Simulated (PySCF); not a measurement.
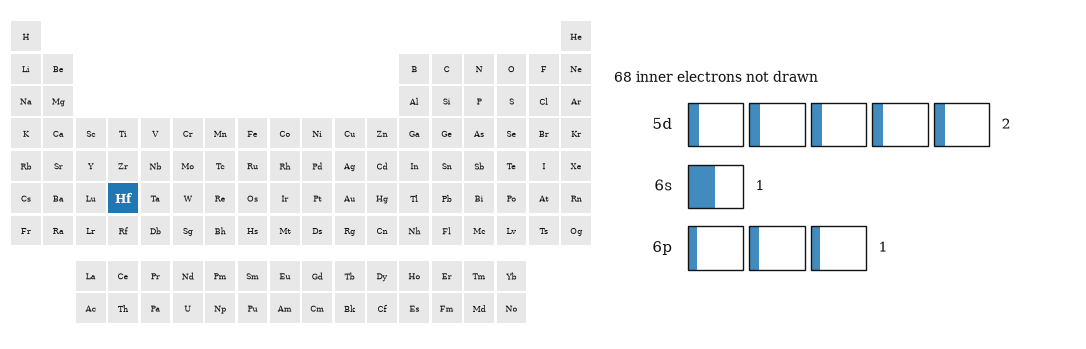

**Figure 1.** Left, the place of hafnium in the periodic table; right, the outer shells of the nominal configuration: a box for each of the 2l + 1 orbitals, shaded by the share of the shell that is filled, with the electron count at the right.

Run report: Hf, atomic calculation

System: Hf, configuration 1s2 2s2 2p6 3s2 3p6 3d10 4s2 4p6 4d10 4f14 5s2 5p6 5d2 6s1 6p1, multiplicity 5.
Method: unrestricted PBE0, aug-cc-pwCVDZ-PP with ECP60, scalar-relativistic core potential (PySCF).

**The input**
```python
from pyscf import gto, scf, dft, mp, cc
mol = gto.M(atom="Hf 0 0 0", charge=0, spin=4, symmetry="D2h",
            basis="aug-cc-pwCVDZ-PP",
            ecp="aug-cc-pwCVDZ-PP")
mf = dft.UKS(mol, xc="PBE0")
mf.irrep_nelec = {'Ag': (3, 1), 'B1g': (1, 0), 'B1u': (1, 1), 'B2u': (2, 1), 'B3u': (1, 1)}
mf.kernel()
```

The script is an equivalent of what the driver set up; the driver started from orbitals of its own, so the log can be shorter than this script's would be, and it computed the properties (radii, ⟨L²⟩, response) afterwards. It held the occupations shell by shell, which the script's counts by irreducible representation don't always enforce.

Hardware: 1 CPU thread, shared host.

**Output (extracts)**
```
damping factor = 0
level_shift factor = 0
DIIS = <class 'pyscf.scf.diis.CDIIS'>
diis_start_cycle = 1
diis_space = 10
diis_damp = 0
SCF conv_tol = 1e-09
SCF conv_tol_grad = None
number electrons alpha = 8  beta = 4
XC functionals = PBE0
    C. Adamo and V. Barone.,  J. Chem. Phys. 110, 6158 (1999)
    M. Ernzerhof and G. E. Scuseria.,  J. Chem. Phys. 110, 5029 (1999)
cycle= 1 E= -48.3394065909589  delta_E= -0.00366  |g|= 0.0165  |ddm|= 0.792
cycle= 2 E= -48.3396128028833  delta_E= -0.000206  |g|= 0.00837  |ddm|= 0.279
cycle= 3 E= -48.3396768683566  delta_E= -6.41e-05  |g|= 0.00211  |ddm|= 0.108
cycle= 4 E= -48.3397213409381  delta_E= -4.45e-05  |g|= 0.00154  |ddm|= 0.0238
cycle= 5 E= -48.3397622508273  delta_E= -4.09e-05  |g|= 0.000477  |ddm|= 0.0404
cycle= 6 E= -48.3397656545164  delta_E= -3.4e-06  |g|= 0.000117  |ddm|= 0.0137
cycle= 7 E= -48.3397657575648  delta_E= -1.03e-07  |g|= 2.69e-05  |ddm|= 0.0026
cycle= 8 E= -48.3397657618101  delta_E= -4.25e-09  |g|= 4.76e-06  |ddm|= 0.000392
cycle= 9 E= -48.3397657619203  delta_E= -1.1e-10  |g|= 7.05e-07  |ddm|= 8.96e-05
converged SCF energy = -48.3397657619203  <S^2> = 6.0011333  2S+1 = 5.0004533
```

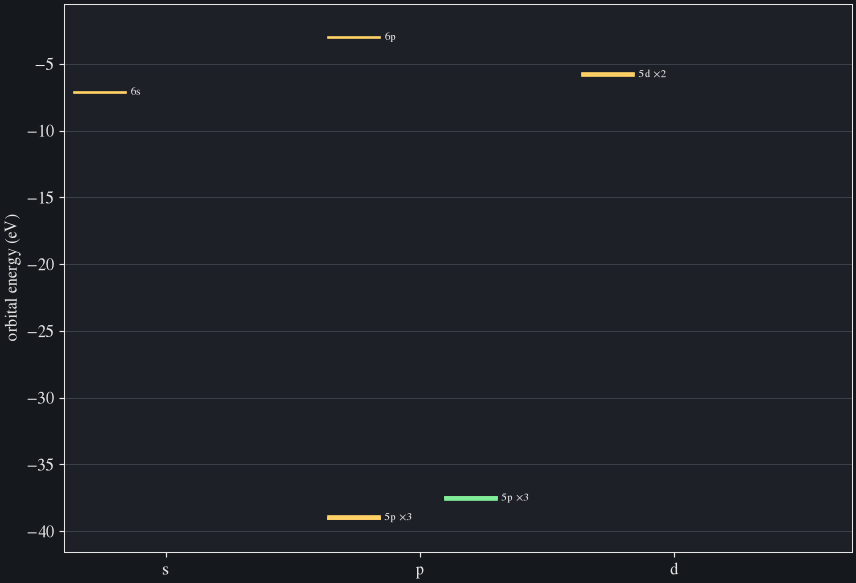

**Figure 2.** Orbital energies of the mean field, from the top down to −39.0 eV, by angular momentum, α spin at the left of each column and β at the right; ×n counts the orbitals under one label. Empty levels that the record names by l alone aren't drawn. The highest filled orbital is 6p α at −3.01 eV, the lowest empty one s β at −3.09 eV.

**Results in brief**

| quantity | value |
| --- | --- |
| outcome | converged |
| total energy (valence electrons, under a core potential) | −48.339766 hartree |
| ⟨S²⟩ | 6.001 |
| ⟨L²⟩ | 13.92 |
| SCF iterations | 9 |
| CPU time | 1.6 s (integrals apart) |

**Notes**

This is not the ground configuration of the species. ⟨L²⟩ departs from that of the intended term, so the determinant mixes terms.
